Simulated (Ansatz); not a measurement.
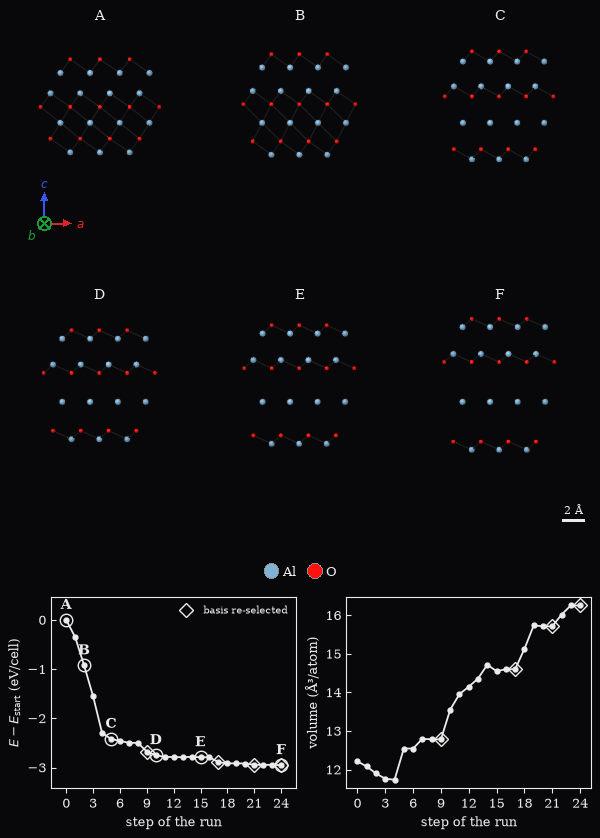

Frames of a relaxation of a crystal of Al3O2 (built on the tetradymite_166 type) (coarse preliminary run), marked on the history of the run. The picture is a ball-and-stick view of the atoms within 5.8 Å of the atom that moves most (axes of the conventional cell (3 times the calculation's cell)), seen along the b axis. Lengths and directions refer to the drawn axes.

Case: anti-tetradymite type (R-3m, No. 166).

Method: DFT PBE, scalar-relativistic, plane waves, PAW in Ansatz. Set-up: plane-wave cutoff 420 eV; k-point mesh 6 × 6 × 6; occupations gaussian; smearing width 0.1 eV; no spin polarisation; cell and atoms relaxed; force threshold 0.04 eV/Å; at most 70 steps.

Question: What happens along the run?

Answer: The largest moves relative to the cell, 1.40 Å, are those of O atoms. By element the largest moves are O 1.40 Å, Al 0.21 Å. The drawn cell changes as follows: a = b 3.122 → 2.898 Å (−7.2 %), c 21.705 → 33.529 Å (+54.5 %); the volume changes by +33.1 %. Some distances before and after: Al–O 2.311 → 3.998 Å, Al–O 2.188 → 1.825 Å. Among the angles between lasting bonds that change: O–Al–O 91.0° → 105.1°, Al–O–Al 91.0° → 105.1°. The space group stays R-3m (No. 166). Over 20 accepted moves (24 points after the start) the energy falls by 2.953 eV per cell of the calculation. Largest force component: 1.1 eV/Å at the start, 0.0083 eV/Å at the end. The pressure goes from −1.50 to 0.11 GPa. The SCF was repeated 4 times at an unchanged geometry on a basis and grid sized afresh for the cell, which shifted the energy by 0.176 eV per cell of the calculation at most. Cost: 31 s on 1 thread of Intel(R) Xeon(R) 6975P-C (Granite Rapids), with other jobs on the host, peak memory 0.38 GiB. From step 0 to 2: O atoms move most (0.11 Å), volume −2.6 %, energy −0.924 eV per cell of the calculation. From step 2 to 5: O atoms move most (0.51 Å), volume +5.4 %, energy −1.495 eV per cell of the calculation. From step 5 to 10: O atoms move most (0.16 Å), volume +8.1 %, energy −0.330 eV per cell of the calculation. From step 10 to 15: O atoms move most (0.17 Å), volume +7.3 %, energy −42.1 meV per cell of the calculation. From step 15 to 24: O atoms move most (0.22 Å), volume +11.7 %, energy −0.162 eV per cell of the calculation.
